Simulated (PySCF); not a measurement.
SMILES C=C[SiH2]Cl (C₂H₅ClSi) at its CAM-B3LYP/def2-SVP optimised geometry (Å):

```
9

C      1.3386    -1.1211     0.0000
C      0.0048    -1.1211     0.0000
Si    -1.0521     0.4102     0.0000
Cl     0.1685     2.0876     0.0044
H      1.9097    -0.1873     0.0005
H      1.9174    -2.0503    -0.0002
H     -0.5171    -2.0876    -0.0002
H     -1.9174     0.4649     1.2060
H     -1.9125     0.4687    -1.2093
```

Method: CAM-B3LYP/def2-TZVP run with PySCF. Cells within 0.4 Å of a nucleus heavier than hydrogen are left out (blank, or x).

Map of the HOMO−1 amplitude (bohr^(-3/2)) on the plane z = 0.0 Å; orbital energy -10.27 eV, overall sign arbitrary:

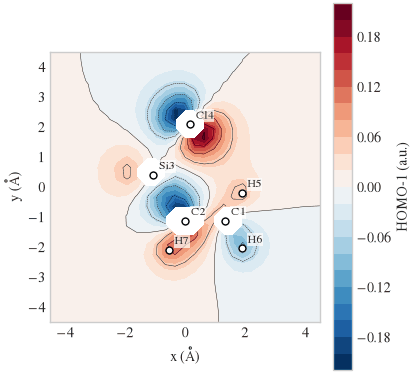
Figure: HOMO−1 amplitude (bohr^(-3/2)) on the plane z = 0.0 Å.
